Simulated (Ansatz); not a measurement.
## Geometry relaxation of CH6 (part 1 of 2)

System: CH6 (disordered cell, 21 atoms in the cell).
Method: DFT PBE, scalar-relativistic, plane waves, PAW, no spin polarisation (Ansatz 0.2.0).

It belongs to a series of runs on one base structure; here: start relaxed.

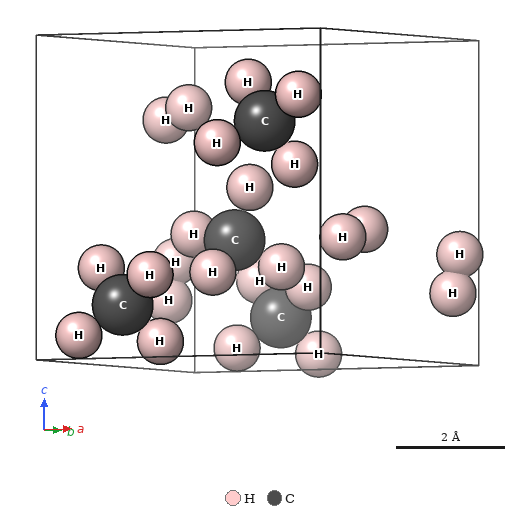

*The starting structure (spheres-only view of the cell of the calculation, seen at an oblique angle).*

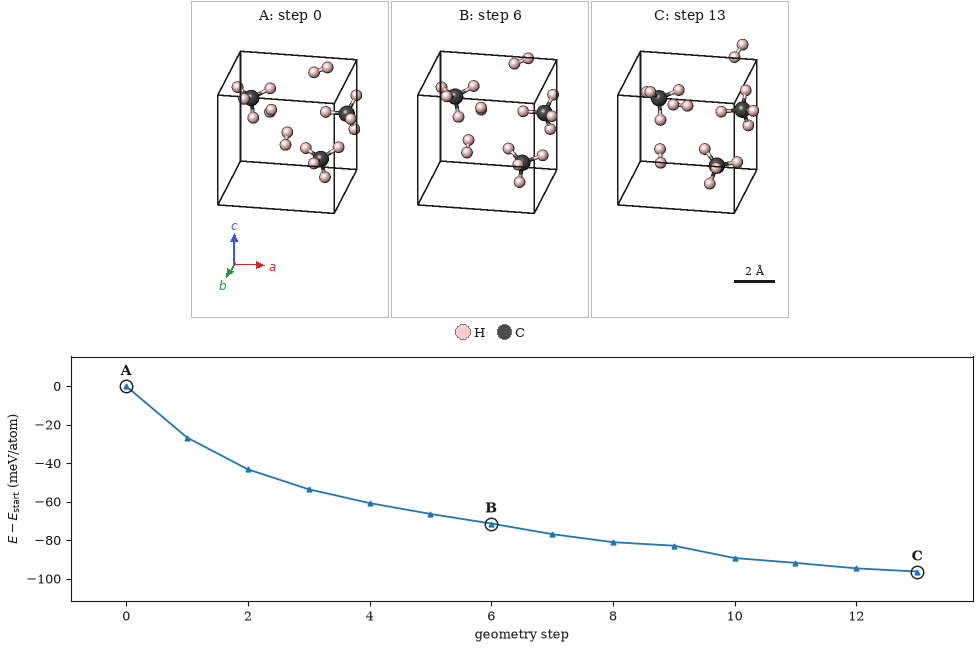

*Frames of the relaxation (ball-and-stick view of the cell of the calculation (origin shifted), seen at an oblique angle) above the curves, on which the letters mark them (the first geometry is step 0 here and step 1 in the log).*

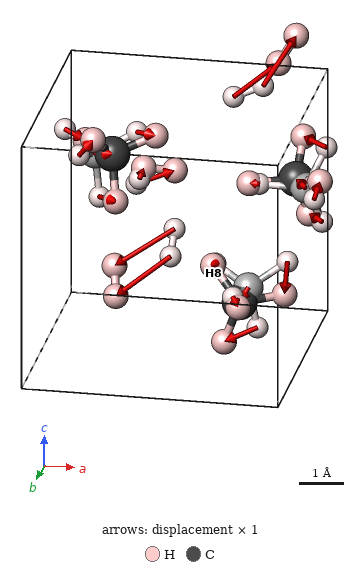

*Start (faint) and end (solid) with the displacements as red arrows, at true length (ball-and-stick view of the cell of the calculation (origin shifted), seen at an oblique angle).*

H1 moves most: 1.68 Å. By element the largest moves are H 1.68 Å, C 0.65 Å. The lattice vectors keep their values. Among the contacts that change: H3–H4 0.737 → 0.771 Å, H1–H2 0.737 → 0.763 Å, C12–H14 1.090 → 1.112 Å, C12–H13 1.090 → 1.097 Å. Over 13 geometry steps the energy falls by 96.3 meV per atom. Largest force component: 0.95 eV/Å at the start, 0.27 eV/Å at the end. (Atoms are counted from 1 in the order of the input.)

The input that produced these results follows, with the program's output.

## The input
```yaml
accuracy: low
crystal:
  lattice:
    - [6.065939, 0.0, 0.0]
    - [0.0, 6.065939, 0.0]
    - [0.0, 0.0, 6.065939]
  atoms:
    - { symbol: H, position: [0.9995638, 0.8817569, 0.3373134] }
    - { symbol: H, position: [0.9814636, 0.8707739, 0.2176464] }
    - { symbol: H, position: [0.2675423, 0.4821206, 0.7893024] }
    - { symbol: H, position: [0.1612253, 0.53032, 0.7555095] }
    - { symbol: H, position: [0.8023033, 0.6341269, 0.4095105] }
    - { symbol: H, position: [0.7912635, 0.5163161, 0.3818127] }
    - { symbol: C, position: [0.3084213, 0.9915468, 0.1626721] }
    - { symbol: H, position: [0.1938687, 1.0625086, 0.2814636] }
    - { symbol: H, position: [0.3693678, 1.1207227, 0.0537299] }
    - { symbol: H, position: [0.2239766, 0.8662175, 0.0655591] }
    - { symbol: H, position: [0.4464722, 0.9167385, 0.2499358] }
    - { symbol: C, position: [0.4316278, 0.4775801, 0.3780261] }
    - { symbol: H, position: [0.4369617, 0.3313748, 0.2737916] }
    - { symbol: H, position: [0.2608299, 0.5277601, 0.4020953] }
    - { symbol: H, position: [0.5226107, 0.6108021, 0.2990115] }
    - { symbol: H, position: [0.506109, 0.4403836, 0.5372061] }
    - { symbol: C, position: [0.7361076, 0.1210548, 0.7248803] }
    - { symbol: H, position: [0.6467976, -0.0179157, 0.6543096] }
    - { symbol: H, position: [0.8877915, 0.0622793, 0.801082] }
    - { symbol: H, position: [0.6338707, 0.2011315, 0.8489957] }
    - { symbol: H, position: [0.7759705, 0.2387242, 0.5951338] }
basis:
  ecutwfc: 420.0
kpoints:
  mp_grid: { grid: [1, 1, 1] }
hamiltonian:
  xc: pbe
scf:
  occupations: { method: fermi_dirac, width: 0.02 }
  lower_state_search: "off"
relax:
  f_tol: 0.3
  max_steps: 15
  adjacent_minimum: "off"
```

Launched with:
```bash
ansatz run input.yaml --threads 1 --pin off --max-ram 3072MiB --backend cpu --events-out ev --progress --plain --runs-dir out
```

## Log
```
Engine: ansatz 0.2.0, x86_64-unknown-linux-gnu
Pseudopotentials: kind: paw
Pseudopotential: H, paw, valence charge 1, recommended cutoff 420 eV (normal), H.paw.azcp
Pseudopotential: C, paw, valence charge 4, recommended cutoff 420 eV (normal), C.paw.azcp
Functional definition: PBE
  parameter kappa = 0.804
  parameter beta = 0.06672455060314922
  exchange = pbe_x(kappa = kappa, mu = beta*pi^2/3)
  correlation = pbe_c(beta = beta)
Crystal: 21 atoms, lattice volume = 223.200 Å³
Basis set: ecut = 420 eV, 4385 PW (Γ), exchange–correlation on 90×90×90 points (8 copies of the dense FFT grid, shifted against one another)
Bands: 36, of which v1, the nominal top of the filled ones, is band 15 counted from 1 (14 counted from 0)
Symmetry: 1 space group operations
Space group: P1 (ITA 1), of the structure as read, at distance tolerance 6.1e-5 Å
k-points: 1
Non-local potential: H, projectors of the file, l = 0: 2, l = 1: 1
Non-local potential: C, projectors of the file, l = 0: 2, l = 1: 2, l = 2: 1
PAW form: soft (Blöchl's): semilocal exchange-correlation on the pseudo side does not see the compensation charge
PAW one-centre angular grid: H, 110 points (default); XC on 64 Gauss nodes
PAW one-centre angular grid: C, 110 points (default); XC on 64 Gauss nodes
Initial density: superposition of atomic densities (neutral atoms: chi_scale 0, normalization atom), corrected by the library's trained network
Initial wavefunctions: pseudopotential atomic-orbital guess
Functional: x = pbe(κ = 0.804, μ = 0.2195149727645171), c = pbe(β = 0.06672455060314922)
SCF iter   1: F=—  HF=-1040.866685 eV  |F-HF|=—  |Δ(HF+E_count)|=         —  Δρ=3.66e-3  dr2=5.49e-2  ethr=1.77e-3  ⟨swp⟩=6.0  Hψ=191  notcnv=0  defer=8
preconditioner: auto → Resta (q_TF=auto, 1.953 Å⁻¹)  ε∞=1.8  [insulator: Δε(μ)=7.493 eV  Ē_g=14.789 eV  σ=0.020 eV  W_gap=1.00  n_scr=26 (ndim 8)  ℏωp=13.6 eV  f_vac=0.226  D(μ)=0.00/eV (n_scr^D=0)  ε∞_Penn≈1.8]
SCF iter   2: F=—  HF=-1040.853683 eV  |F-HF|=—  |Δ(HF+E_count)|=   1.30e-2  Δρ=1.99e-3  dr2=1.35e-2  ethr=1.83e-4  ⟨swp⟩=2.0  Hψ=50  notcnv=0  defer=15
SCF iter   3: F=—  HF=-1040.852468 eV  |F-HF|=—  |Δ(HF+E_count)|=   1.21e-3  Δρ=6.58e-4  dr2=1.20e-3  ethr=4.49e-5  ⟨swp⟩=2.0  Hψ=37  notcnv=0  defer=15
SCF iter   4: F=—  HF=-1040.852459 eV  |F-HF|=—  |Δ(HF+E_count)|=   8.58e-6  Δρ=2.39e-4  dr2=1.14e-4  ethr=4.00e-6  ⟨swp⟩=2.0  Hψ=41  notcnv=0  defer=15
iter 5 did not close the SCF: its close was put off for the readings that it lacked (scf_convergence_deferred on its scf_iter line)
SCF iter   5: F=-1040.852470 eV  HF=-1040.852474 eV  |F-HF|=3.50e-6  |Δ(HF+E_count)|=   1.42e-5  Δρ=4.63e-5  dr2=5.51e-6  ethr=3.79e-7  ⟨swp⟩=2.0  Hψ=30  notcnv=0  defer=15
SCF iter   6: F=-1040.852472 eV  HF=-1040.852473 eV  |F-HF|=3.40e-7  |Δ(HF+E_count)|=   9.38e-7  Δρ=1.79e-5  dr2=5.66e-7  ethr=1.84e-8  ⟨swp⟩=2.0  Hψ=80  notcnv=0
SCF 1 converged in 6 iterations: F = -1040.852472 eV  dr2 = 5.66e-7
  greatest PAW one-centre occupation: 0.668 electrons in one spin orbital (limit 2), on the C atom at site 6 (counted from 0), in its partial waves of l = 0
relax step   1: F+E_penalty+E_count = -1040.85247227 eV  Δ(F+E_penalty+E_count) = +0.000e0 eV  max|allowed force component| = 9.505e-1 eV/Å  Δτ_max = 0.0000 Å  (6 SCF iters, dr2 threshold 1.00e-4 eV, accepted)
Initial density: handed on by an earlier stage of this run
Initial wavefunctions: those handed on with the density
iter 1 solved again at ethr=1.41e-3 eV; its pass at ethr=3.10e-3 eV (dr2=4.24e-1 eV) is discarded
SCF iter   1: F=—  HF=-1041.488881 eV  |F-HF|=—  |Δ(HF+E_count)|=         —  Δρ=2.00e-2  dr2=4.34e-1  ethr=1.41e-3  ⟨swp⟩=1.0  Hψ=165  notcnv=0  defer=7
preconditioner: auto → Resta (q_TF=auto, 1.953 Å⁻¹)  ε∞=1.9  [insulator: Δε(μ)=7.820 eV  Ē_g=14.671 eV  σ=0.020 eV  W_gap=1.00  n_scr=26 (ndim 8)  ℏωp=13.6 eV  f_vac=0.230  D(μ)=0.00/eV (n_scr^D=0)  ε∞_Penn≈1.9]
SCF iter   2: F=—  HF=-1041.418688 eV  |F-HF|=—  |Δ(HF+E_count)|=   7.02e-2  Δρ=9.56e-3  dr2=8.69e-2  ethr=1.41e-3  ⟨swp⟩=3.0  Hψ=37  notcnv=0  defer=7
SCF iter   3: F=—  HF=-1041.412245 eV  |F-HF|=—  |Δ(HF+E_count)|=   6.44e-3  Δρ=7.26e-4  dr2=5.96e-4  ethr=2.90e-4  ⟨swp⟩=2.0  Hψ=39  notcnv=0  defer=14
SCF iter   4: F=—  HF=-1041.412534 eV  |F-HF|=—  |Δ(HF+E_count)|=   2.89e-4  Δρ=2.04e-4  dr2=9.70e-5  ethr=1.99e-6  ⟨swp⟩=2.0  Hψ=35  notcnv=0  defer=15
SCF iter   5: F=—  HF=-1041.412528 eV  |F-HF|=—  |Δ(HF+E_count)|=   6.42e-6  Δρ=5.31e-5  dr2=6.93e-6  ethr=3.23e-7  ⟨swp⟩=2.0  Hψ=50  notcnv=0  defer=15
SCF iter   6: F=—  HF=-1041.412530 eV  |F-HF|=—  |Δ(HF+E_count)|=   2.66e-6  Δρ=8.81e-6  dr2=1.63e-7  ethr=2.31e-8  ⟨swp⟩=2.0  Hψ=33  notcnv=0  defer=15
SCF iter   7: F=-1041.412531 eV  HF=-1041.412531 eV  |F-HF|=5.40e-9  |Δ(HF+E_count)|=   1.38e-7  Δρ=2.50e-6  dr2=1.05e-8  ethr=3.33e-10  ⟨swp⟩=4.0  Hψ=85  notcnv=0
SCF 2 converged in 7 iterations: F = -1041.412531 eV  dr2 = 1.05e-8
  greatest PAW one-centre occupation: 0.666 electrons in one spin orbital (limit 2), on the C atom at site 11 (counted from 0), in its partial waves of l = 0
relax step   2: F+E_penalty+E_count = -1041.41253051 eV  Δ(F+E_penalty+E_count) = -5.601e-1 eV  max|allowed force component| = 3.367e-1 eV/Å  Δτ_max = 0.1950 Å  (7 SCF iters, accepted)
iter 1 solved again at ethr=1.98e-3 eV; its pass at ethr=3.10e-3 eV (dr2=5.93e-1 eV) is discarded
SCF iter   1: F=—  HF=-1041.890908 eV  |F-HF|=—  |Δ(HF+E_count)|=         —  Δρ=2.31e-2  dr2=6.09e-1  ethr=1.98e-3  ⟨swp⟩=1.0  Hψ=149  notcnv=0  defer=12
preconditioner: auto → Resta (q_TF=auto, 1.953 Å⁻¹)  ε∞=1.9  [insulator: Δε(μ)=8.029 eV  Ē_g=14.646 eV  σ=0.020 eV  W_gap=1.00  n_scr=26 (ndim 8)  ℏωp=13.6 eV  f_vac=0.221  D(μ)=0.00/eV (n_scr^D=0)  ε∞_Penn≈1.9]
SCF iter   2: F=—  HF=-1041.774622 eV  |F-HF|=—  |Δ(HF+E_count)|=   1.16e-1  Δρ=1.07e-2  dr2=1.18e-1  ethr=1.98e-3  ⟨swp⟩=3.0  Hψ=33  notcnv=0  defer=12
SCF iter   3: F=—  HF=-1041.758959 eV  |F-HF|=—  |Δ(HF+E_count)|=   1.57e-2  Δρ=8.43e-4  dr2=7.86e-4  ethr=3.94e-4  ⟨swp⟩=2.0  Hψ=35  notcnv=0  defer=15
SCF iter   4: F=—  HF=-1041.759191 eV  |F-HF|=—  |Δ(HF+E_count)|=   2.32e-4  Δρ=1.89e-4  dr2=7.95e-5  ethr=2.62e-6  ⟨swp⟩=2.0  Hψ=32  notcnv=0  defer=17
SCF iter   5: F=—  HF=-1041.759197 eV  |F-HF|=—  |Δ(HF+E_count)|=   5.92e-6  Δρ=6.39e-5  dr2=9.97e-6  ethr=2.65e-7  ⟨swp⟩=2.0  Hψ=49  notcnv=0  defer=17
SCF iter   6: F=—  HF=-1041.759198 eV  |F-HF|=—  |Δ(HF+E_count)|=   6.85e-7  Δρ=1.13e-5  dr2=4.07e-7  ethr=3.32e-8  ⟨swp⟩=2.0  Hψ=33  notcnv=0  defer=17
SCF iter   7: F=-1041.759198 eV  HF=-1041.759198 eV  |F-HF|=7.52e-9  |Δ(HF+E_count)|=   2.43e-7  Δρ=2.66e-6  dr2=1.65e-8  ethr=3.33e-10  ⟨swp⟩=4.0  Hψ=85  notcnv=0
SCF 3 converged in 7 iterations: F = -1041.759198 eV  dr2 = 1.65e-8
  greatest PAW one-centre occupation: 0.665 electrons in one spin orbital (limit 2), on the C atom at site 11 (counted from 0), in its partial waves of l = 0
[...]
relax step   3: F+E_penalty+E_count = -1041.75919815 eV  Δ(F+E_penalty+E_count) = -3.467e-1 eV  max|allowed force component| = 3.967e-1 eV/Å  Δτ_max = 0.1954 Å  (7 SCF iters, accepted)
preconditioner: auto → Resta (q_TF=auto, 1.953 Å⁻¹)  ε∞=1.9  [insulator: Δε(μ)=8.162 eV  Ē_g=14.616 eV  σ=0.020 eV  W_gap=1.00  n_scr=26 (ndim 8)  ℏωp=13.6 eV  f_vac=0.211  D(μ)=0.00/eV (n_scr^D=0)  ε∞_Penn≈1.9]
  greatest PAW one-centre occupation: 0.664 electrons in one spin orbital (limit 2), on the C atom at site 11 (counted from 0), in its partial waves of l = 0
relax step   4: F+E_penalty+E_count = -1041.97693875 eV  Δ(F+E_penalty+E_count) = -2.177e-1 eV  max|allowed force component| = 4.179e-1 eV/Å  Δτ_max = 0.2000 Å  (7 SCF iters, accepted)
preconditioner: auto → Resta (q_TF=auto, 1.953 Å⁻¹)  ε∞=1.9  [insulator: Δε(μ)=8.293 eV  Ē_g=14.600 eV  σ=0.020 eV  W_gap=1.00  n_scr=26 (ndim 8)  ℏωp=13.6 eV  f_vac=0.206  D(μ)=0.00/eV (n_scr^D=0)  ε∞_Penn≈1.9]
  greatest PAW one-centre occupation: 0.663 electrons in one spin orbital (limit 2), on the C atom at site 11 (counted from 0), in its partial waves of l = 0
relax step   5: F+E_penalty+E_count = -1042.12726435 eV  Δ(F+E_penalty+E_count) = -1.503e-1 eV  max|allowed force component| = 4.177e-1 eV/Å  Δτ_max = 0.1950 Å  (5 SCF iters, dr2 threshold 1.00e-4 eV, accepted)
preconditioner: auto → Resta (q_TF=auto, 1.953 Å⁻¹)  ε∞=1.9  [insulator: Δε(μ)=8.392 eV  Ē_g=14.592 eV  σ=0.020 eV  W_gap=1.00  n_scr=26 (ndim 8)  ℏωp=13.6 eV  f_vac=0.203  D(μ)=0.00/eV (n_scr^D=0)  ε∞_Penn≈1.9]
relax step   6: F+E_penalty+E_count = -1042.24569633 eV  Δ(F+E_penalty+E_count) = -1.184e-1 eV  max|allowed force component| = 5.776e-1 eV/Å  Δτ_max = 0.1950 Å  (5 SCF iters, dr2 threshold 1.00e-4 eV, accepted)
preconditioner: auto → Resta (q_TF=auto, 1.953 Å⁻¹)  ε∞=1.9  [insulator: Δε(μ)=8.495 eV  Ē_g=14.613 eV  σ=0.020 eV  W_gap=1.00  n_scr=26 (ndim 8)  ℏωp=13.6 eV  f_vac=0.200  D(μ)=0.00/eV (n_scr^D=0)  ε∞_Penn≈1.9]
relax step   7: F+E_penalty+E_count = -1042.35039616 eV  Δ(F+E_penalty+E_count) = -1.047e-1 eV  max|allowed force component| = 5.749e-1 eV/Å  Δτ_max = 0.2000 Å  (5 SCF iters, dr2 threshold 1.00e-4 eV, accepted)
preconditioner: auto → Resta (q_TF=auto, 1.953 Å⁻¹)  ε∞=1.9  [insulator: Δε(μ)=8.600 eV  Ē_g=14.639 eV  σ=0.020 eV  W_gap=1.00  n_scr=26 (ndim 8)  ℏωp=13.6 eV  f_vac=0.200  D(μ)=0.00/eV (n_scr^D=0)  ε∞_Penn≈1.9]
relax step   8: F+E_penalty+E_count = -1042.46618270 eV  Δ(F+E_penalty+E_count) = -1.158e-1 eV  max|allowed force component| = 3.209e-1 eV/Å  Δτ_max = 0.1949 Å  (5 SCF iters, dr2 threshold 1.00e-4 eV, accepted)
preconditioner: auto → Resta (q_TF=auto, 1.953 Å⁻¹)  ε∞=1.9  [insulator: Δε(μ)=8.663 eV  Ē_g=14.615 eV  σ=0.020 eV  W_gap=1.00  n_scr=26 (ndim 8)  ℏωp=13.6 eV  f_vac=0.205  D(μ)=0.00/eV (n_scr^D=0)  ε∞_Penn≈1.9]
relax step   9: F+E_penalty+E_count = -1042.55389011 eV  Δ(F+E_penalty+E_count) = -8.771e-2 eV  max|allowed force component| = 1.004e0 eV/Å  Δτ_max = 0.1959 Å  (7 SCF iters, accepted)
preconditioner: auto → Resta (q_TF=auto, 1.953 Å⁻¹)  ε∞=1.9  [insulator: Δε(μ)=8.706 eV  Ē_g=14.572 eV  σ=0.020 eV  W_gap=1.00  n_scr=26 (ndim 8)  ℏωp=13.6 eV  f_vac=0.209  D(μ)=0.00/eV (n_scr^D=0)  ε∞_Penn≈1.9]
```
